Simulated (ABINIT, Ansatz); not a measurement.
## CdF2 (Fm-3m): G0W0 on several meshes in ABINIT

Wanted: mesh dependence and cost of G0W0 for CdF2 (Fm-3m).

Calculated with ABINIT 10.8.3; PBE and many-body steps on it, plane waves.

### Step 1. Set-up

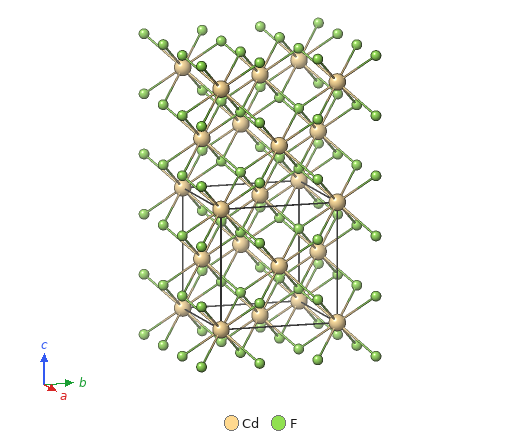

The starting structure, seen slightly off an axis (cadmium orange, fluorine green). 1×1×2 cells are drawn. This picture shows the conventional cell, with its axes. Some periodic images of atoms are drawn too.

The cell and positions come from the Crystallography Open Database and are kept as given unless a step says otherwise.

### Step 2. Empty states on the mesh, 6×6×6 mesh, 276 bands

This step: ABINIT 10.8.3; DFT, PBE, plane waves, norm-conserving pseudopotentials.

The sums over transitions need many empty states on a uniform mesh; this step solves for them.

Input file run.abi:

```
acell 3*1.0 Angstrom
rprim 
  0.000000000000 2.694000000000 2.694000000000
  2.694000000000 -0.000000000000 2.694000000000
  2.694000000000 2.694000000000 -0.000000000000
ntypat 2
znucl 48 9
natom 3
typat 1 2 2
xred 
  0.000000000000 0.000000000000 0.000000000000
  0.250000000000 0.250000000000 0.250000000000
  0.750000000000 0.750000000000 0.750000000000
pp_dirpath "pseudos"
pseudos "Cd.upf, F.upf"
ecut 47
ngkpt 6 6 6
nshiftk 1
shiftk 0 0 0
kptopt 1
chksymbreak 0
irdden 1
istwfk *1
nband 276
prtvol 0
optdriver 6
gwr_task "HDIAGO"
paral_kgb 0
occopt 1
indata_prefix "in"
outdata_prefix "out"
tmpdata_prefix "tmp"
```

Command:

```sh
$ OMP_NUM_THREADS=1 mpirun -n 8 abinit run.abi > log
```

Log:

```text
.Version 10.8.3 of ABINIT. v10.8.2 released Aug 2026.

 Symmetries : space group Fm -3 m (#225); Bravais cF (face-center cubic)
[... echo of the input left out ...]
== DATASET  1 ==================================================================
-   mpi_nproc: 8, omp_nthreads: 1 (-1 if OMP is not activated)

--- !DatasetInfo
iteration_state: {dtset: 1, }
dimensions: {natom: 3, nkpt: 16, mband: 276, nsppol: 1, nspinor: 1, nspden: 1, mpw: 4092, }
cutoff_energies: {ecut:  47.0, pawecutdg:  -1.0, }
[...]
Indirect band gap semiconductor
 Fundamental gap:     3.143 (eV)
   VBM:     3.116 (eV) at k: [-3.3333E-01,  5.0000E-01,  1.6667E-01]
   CBM:     6.259 (eV) at k: [ 0.0000E+00,  0.0000E+00,  0.0000E+00]
 Direct gap:         3.619 (eV) at k: [ 0.0000E+00,  0.0000E+00,  0.0000E+00]

== END DATASET(S) ==============================================================
================================================================================

 -outvars: echo values of variables after computation  --------
           etotal      0.0000000000E+00
            nband         276
             nkpt          16
          spgroup         225
 [... the other variables as echoed above ...]

 Calculation completed.
```

It took 86 s on 8 MPI ranks of Arm Neoverse V2, shared host; peak memory 7.6 GiB; 11 min of CPU time.

Numbers from this step:

| Item | Value |
| --- | --- |
| gap | 3.143 eV |
| k of the valence top | -0.3333, 0.5, 0.1667 |
| k of the conduction bottom | 0, 0, 0 |
| least direct gap | 3.619 eV |
| k points computed | 16 |
| lowest point of the top converged band, above the valence top | 189.8734 eV |

On this mesh the gap is 3.143 eV.

The density comes from a self-consistent run that is not shown.

### Step 3. Screening, 6×6×6 mesh, 119 bands, screening to 176.9 eV

The RPA dielectric matrix is built and inverted for each q.

This step: RPA screening on PBE, plane waves, norm-conserving pseudopotentials.

run.abi, as its differences from that of step 2:

```diff
@@ -21,10 +21,11 @@
 chksymbreak 0
-irdden 1
 istwfk *1
-nband 276
-prtvol 0
-optdriver 6
-gwr_task "HDIAGO"
-paral_kgb 0
 occopt 1
+irdwfk 1
+optdriver 3
+nband 119
+ecuteps 6.5
+inclvkb 2
+awtr 1
+symchi 1
 indata_prefix "in"
```

Log:

```text
.Version 10.8.3 of ABINIT. v10.8.2 released Aug 2026.

 Symmetries : space group Fm -3 m (#225); Bravais cF (face-center cubic)
[... echo of the input left out ...]
== DATASET  1 ==================================================================
-   mpi_nproc: 8, omp_nthreads: 1 (-1 if OMP is not activated)

--- !DatasetInfo
iteration_state: {dtset: 1, }
dimensions: {natom: 3, nkpt: 16, mband: 119, nsppol: 1, nspinor: 1, nspden: 1, mpw: 4092, }
cutoff_energies: {ecut:  47.0, pawecutdg:  -1.0, }
electrons: {nelect:   3.40000000E+01, charge:   0.00000000E+00, occopt:   1.00000000E+00, tsmear:   1.00000000E-02, }

 SCREENING: Calculation of the susceptibility and dielectric matrices

 Based on a program developped by R.W. Godby, V. Olevano, G. Onida, and L. Reining.
 Incorporated in ABINIT by V. Olevano, G.-M. Rignanese, and M. Torrent.
.Using double precision arithmetic ; gwpc =  8

[... cell and pseudopotentials left out ...]
--------------------------------------------------------------------------------

 ==== K-mesh for the wavefunctions ====
 Number of points in the irreducible wedge :    16
[... list of points left out ...]
 Together with 48 symmetry operations and time-reversal symmetry
 yields   216 points in the full Brillouin Zone.

 ==== Q-mesh for the screening function ====
 Number of points in the irreducible wedge :    16
[... list of points left out ...]
 Together with 48 symmetry operations and time-reversal symmetry
 yields   216 points in the full Brillouin Zone.

 setmesh: FFT mesh size selected  =    32x   32x   32
          total number of points  =        32768

 vcoul_init : cutoff-mode = AUXILIARY_FUNCTION
 q-points for optical limit:   1
     1)      0.000010    0.000020    0.000030

- screening: taking advantage of time-reversal symmetry
- Maximum band index for partially occupied states nbvw = 17
- Remaining bands to be divided among processors   nbcw = 102
- Number of bands treated by each node ~12

 Number of electrons calculated from density =   34.0000; Expected =   34.0000
 average of density, n =  0.128843
 r_s =    1.2282
 omega_plasma =   34.6246 [eV]

 calculating chi0 at frequencies [eV] :
  1    0.000000E+00    0.000000E+00
  2    0.000000E+00    3.462465E+01

--------------------------------------------------------------------------------
  q-point number  1        q = ( 0.000000, 0.000000, 0.000000) [r.l.u.]
--------------------------------------------------------------------------------
[... chi0 elements left out ...]
 For q-point:  0.000010 0.000020 0.000030
  dielectric constant =   2.7379
  dielectric constant without local fields =   2.9011

  Average fulfillment of the sum rule on Im[epsilon] for q-point    1 :     64.45  [%]
[... wings left out ...]
  q-point number  2        q = ( 0.166667, 0.000000, 0.000000) [r.l.u.]
--------------------------------------------------------------------------------
[... chi0 elements left out ...]
  Average fulfillment of the sum rule on Im[epsilon] for q-point    2 :     80.70  [%]

 [... 14 further q-points ...]
```

The job ended after 2 min (8 MPI ranks; peak memory 3.2 GiB).

Numbers from this step:

```yaml
eps_infinity_with_local_fields_on_this_mesh_along_the_program_s_q_direction: 2.738
the_same_without_local_fields: 2.901
plasma_frequency: 34.62 eV
plane_waves_in_the_screening_matrix: 181
```

Local fields lower ε∞ by 6 %.

### Step 4. 6×6×6

The self-energy is evaluated for the states that the input lists, and the levels follow from it, in one-shot runs by the linearised quasiparticle equation.

This step: G0W0 on PBE, plane waves, norm-conserving pseudopotentials.

run.abi, as its differences from that of step 3:

```diff
@@ -24,8 +24,17 @@
 irdwfk 1
-optdriver 3
+optdriver 4
 nband 119
+gwcalctyp 0
+ecutsigx 47
+symsigma 1
+nkptgw 2
+kptgw 
+  -0.3333333333 0.5000000000 0.1666666667
+  0.0000000000 0.0000000000 0.0000000000
+bdgw 
+  16 19
+  15 21
 ecuteps 6.5
-inclvkb 2
-awtr 1
-symchi 1
+irdscr 1
+ppmodel 1
 indata_prefix "in"
```

Log:

```text
.Version 10.8.3 of ABINIT. v10.8.2 released Aug 2026.

 Symmetries : space group Fm -3 m (#225); Bravais cF (face-center cubic)
[... echo of the input left out ...]
== DATASET  1 ==================================================================
-   mpi_nproc: 8, omp_nthreads: 1 (-1 if OMP is not activated)

--- !DatasetInfo
iteration_state: {dtset: 1, }
dimensions: {natom: 3, nkpt: 16, mband: 119, nsppol: 1, nspinor: 1, nspden: 1, mpw: 4092, }
cutoff_energies: {ecut:  47.0, pawecutdg:  -1.0, }
electrons: {nelect:   3.40000000E+01, charge:   0.00000000E+00, occopt:   1.00000000E+00, tsmear:   1.00000000E-02, }

 SIGMA: Calculation of the GW corrections

 Based on a program developped by R.W. Godby, V. Olevano, G. Onida, and L. Reining.
 Incorporated in ABINIT by V. Olevano, G.-M. Rignanese, and M. Torrent.
.Using double precision arithmetic ; gwpc =  8

[... cell and pseudopotentials left out ...]
--------------------------------------------------------------------------------

 ==== K-mesh for the wavefunctions ====
 Number of points in the irreducible wedge :    16
[... list of points left out ...]
 Together with 48 symmetry operations and time-reversal symmetry
 yields   216 points in the full Brillouin Zone.

 ==== Q-mesh for screening function ====
 Number of points in the irreducible wedge :    16
[... list of points left out ...]
 Together with 48 symmetry operations and time-reversal symmetry
 yields   216 points in the full Brillouin Zone.

 vcoul_init : cutoff-mode = AUXILIARY_FUNCTION
 q-points for optical limit:   1
     1)      0.000010    0.000020    0.000030
 setmesh: FFT mesh size selected  =    45x   45x   45
          total number of points  =        91125

 Number of electrons calculated from density =   34.0000; Expected =   34.0000
 average of density, n =  0.128843
 r_s =    1.2282
 omega_plasma =   34.6246 [eV]

 === KS Band Gaps ===
  >>>> For spin  1
   Minimum direct gap =   3.6194 [eV], located at k-point      :   0.0000  0.0000  0.0000
   Fundamental gap    =   3.1435 [eV], Top of valence bands at :  -0.3333  0.5000  0.1667
                                       Bottom of conduction at :   0.0000  0.0000  0.0000
 SIGMA fundamental parameters:
 PLASMON POLE MODEL  1
 number of plane-waves for SigmaX                 4015
 number of plane-waves for SigmaC and W            181
 number of plane-waves for wavefunctions          4015
 number of bands                                   119
 number of independent spin polarizations            1
 number of spinorial components                      1
 number of k-points in IBZ                          16
 number of q-points in IBZ                          16
 number of symmetry operations                      48
 number of k-points in BZ                          216
 number of q-points in BZ                          216
 number of frequencies for dSigma/dE                 9
 frequency step for dSigma/dE [eV]                0.25
 number of omega for Sigma on real axis              0
 max omega for Sigma on real axis  [eV]           0.00
 zcut for avoiding poles [eV]                     0.10

 EPSILON^-1 parameters (SCR file):
 dimension of the eps^-1 matrix on file            181
 dimension of the eps^-1 matrix used               181
 number of plane-waves for wavefunctions          4015
 number of bands                                   119
 number of q-points in IBZ                          16
 number of frequencies                               2
 number of real frequencies                          1
 number of imag frequencies                          1

 matrix elements of self-energy operator (all in [eV])

 Perturbative Calculation

--- !SelfEnergy_ee
iteration_state: {dtset: 1, }
kpoint     : [  -0.333,    0.500,    0.167, ]
spin       : 1
KS_gap     :    8.104
QP_gap     :   11.365
Delta_QP_KS:    3.261
data: !SigmaeeData |
     Band     E0 <VxcDFT>   SigX SigC(E0)      Z dSigC/dE  Sig(E)    E-E0       E
       16   2.556 -23.170 -30.675   5.736   0.793  -0.261 -24.573  -1.403   1.154
       17   3.116 -24.363 -31.626   5.549   0.803  -0.245 -25.739  -1.376   1.739
       18  11.220 -16.654 -10.660  -3.790   0.855  -0.170 -14.770   1.884  13.104
       19  13.841 -12.430  -7.075  -3.990   0.866  -0.155 -11.248   1.182  15.023

--- !SelfEnergy_ee
iteration_state: {dtset: 1, }
kpoint     : [   0.000,    0.000,    0.000, ]
spin       : 1
KS_gap     :    3.619
QP_gap     :    6.079
Delta_QP_KS:    2.459
data: !SigmaeeData |
     Band     E0 <VxcDFT>   SigX SigC(E0)      Z dSigC/dE  Sig(E)    E-E0       E
       15   2.640 -24.993 -32.399   5.400   0.816  -0.226 -26.630  -1.637   1.003
       16   2.640 -24.993 -32.399   5.400   0.816  -0.226 -26.630  -1.637   1.003
       17   2.640 -24.993 -32.399   5.400   0.816  -0.226 -26.630  -1.637   1.003
       18   6.259 -12.403  -8.016  -3.447   0.875  -0.143 -11.581   0.823   7.082
       19  15.876 -10.203  -4.681  -4.287   0.877  -0.140  -9.120   1.083  16.958
       20  15.876 -10.203  -4.681  -4.287   0.877  -0.140  -9.120   1.083  16.958
       21  15.876 -10.203  -4.681  -4.287   0.877  -0.140  -9.120   1.083  16.958

== END DATASET(S) ==============================================================
================================================================================

 -outvars: echo values of variables after computation  --------
           etotal      0.0000000000E+00
            nband         119
             nkpt          16
          spgroup         225
 [... the other variables as echoed above ...]

 Calculation completed.
```

The job ended after 13 s (8 MPI ranks; peak memory 2.5 GiB; 99 s of CPU time).

Numbers from this step:

| Item | Value |
| --- | --- |
| G0W0 gap on the points computed | 5.343 eV |
| starting gap on the mesh | 3.143 eV |
| k of the valence top | -0.3333, 0.5, 0.1667 |
| k of the conduction bottom | 0, 0, 0 |
| Z at the valence top | 0.803 |
| Z at the conduction bottom | 0.875 |
| least direct G0W0 gap on the computed points | 6.079 eV |

The gap on the mesh goes from 3.14 eV to 5.34 eV, a correction of +2.20 eV.

### Step 5. Empty states on the mesh, 4×4×4 mesh, 127 bands

This step: DFT, PBE, plane waves, norm-conserving pseudopotentials.

run.abi, as its differences from that of step 4:

```diff
@@ -16,3 +16,3 @@
 ecut 47
-ngkpt 6 6 6
+ngkpt 4 4 4
 nshiftk 1
@@ -21,20 +21,10 @@
 chksymbreak 0
+irdden 1
 istwfk *1
+nband 127
+prtvol 0
+optdriver 6
+gwr_task "HDIAGO"
+paral_kgb 0
 occopt 1
-irdwfk 1
-optdriver 4
-nband 119
-gwcalctyp 0
-ecutsigx 47
-symsigma 1
-nkptgw 2
-kptgw 
-  -0.3333333333 0.5000000000 0.1666666667
-  0.0000000000 0.0000000000 0.0000000000
-bdgw 
-  16 19
-  15 21
-ecuteps 6.5
-irdscr 1
-ppmodel 1
 indata_prefix "in"
```

Log:

```text
[banner, memory and clock lines left out]
.Version 10.8.3 of ABINIT. v10.8.2 released Aug 2026.

 Symmetries : space group Fm -3 m (#225); Bravais cF (face-center cubic)
[... echo of the input left out ...]
== DATASET  1 ==================================================================
-   mpi_nproc: 8, omp_nthreads: 1 (-1 if OMP is not activated)

--- !DatasetInfo
iteration_state: {dtset: 1, }
dimensions: {natom: 3, nkpt: 8, mband: 127, nsppol: 1, nspinor: 1, nspden: 1, mpw: 4092, }
cutoff_energies: {ecut:  47.0, pawecutdg:  -1.0, }
[...]
Integrated=    3.4000E+01

 === KS gaps after direct diagonalization ===
 Indirect band gap semiconductor
 Fundamental gap:     3.124 (eV)
   VBM:     3.135 (eV) at k: [-2.5000E-01,  5.0000E-01,  2.5000E-01]
   CBM:     6.259 (eV) at k: [ 0.0000E+00,  0.0000E+00,  0.0000E+00]
 Direct gap:         3.619 (eV) at k: [ 0.0000E+00,  0.0000E+00,  0.0000E+00]

== END DATASET(S) ==============================================================

 -outvars: echo values of variables after computation  --------
           etotal      0.0000000000E+00
            nband         127
             nkpt           8
          spgroup         225
 [... the other variables as echoed above ...]

 Calculation completed.
```

It took 43 s on 8 MPI ranks; peak memory 7.5 GiB; 5.7 min of CPU time.

Numbers from this step:

* gap: 3.124 eV
* k of the valence top: -0.25, 0.5, 0.25
* k of the conduction bottom: 0, 0, 0
* least direct gap: 3.619 eV
* k points computed: 8
* lowest point of the top converged band, above the valence top: 100.8199 eV

On this mesh the gap is 3.124 eV.

(Continued in part 2 of 2.)

[Paths, hosts, dates, memory and timing lines, banners, echoed tables and standing remarks are left out of the program output.]

[Logs are printed without paths, hosts, clocks, repeated set-up lines and the standing remarks that a program may print on its own settings, such as how far it seeks lower states.]

[Runs of the session that timed out or met a known fault of the program may be left out.]

[Hosts, paths, dates, database ids (printed as entryN), source tags and the programs' standing remarks are cut or masked in the printed files.]

[G0W0 gaps are taken among the corrected bands and points alone; a level outside them can change the order at an edge.]

[Where Ansatz stands beside ABINIT at settings called matched, ABINIT's density can come from a denser mesh and the files from another edition; pairs whose starting gaps differed by over 0.03 eV were left out, so agreement reads better than it is.]
